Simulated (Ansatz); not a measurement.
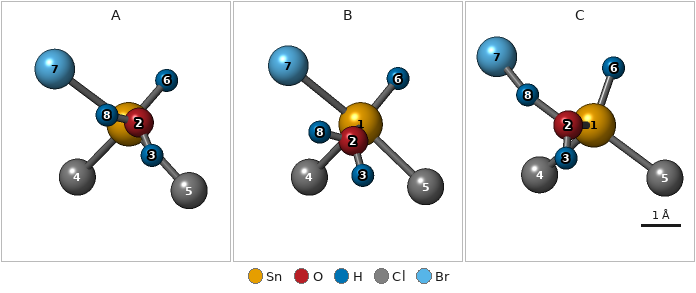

3 geometries from a converged minimum-energy path of SnH3OBrCl2, shuffled. A ball-and-stick model, seen from a free direction.

Computed with RKS PBE0/def2-SVP (Ansatz). Run with 7 movable images; climbing image; force threshold 0.03 eV/Å; iteration limit 60; starting path through a guess of the saddle point.

**Which of them lies highest in energy?**

C. In order along the path, whose images run from 0 to 8: C (image 2, +2.1 kcal/mol), B (image 4, −14.2 kcal/mol), A (image 5, −15.0 kcal/mol). Breaking: Br7–H8 (1.46 → 1.59 at the top → 2.79 Å). Forming: O2–H8 (1.76 → 1.35 at the top → 0.97 Å), Sn1–Br7 (4.12 → 3.21 at the top → 2.50 Å).
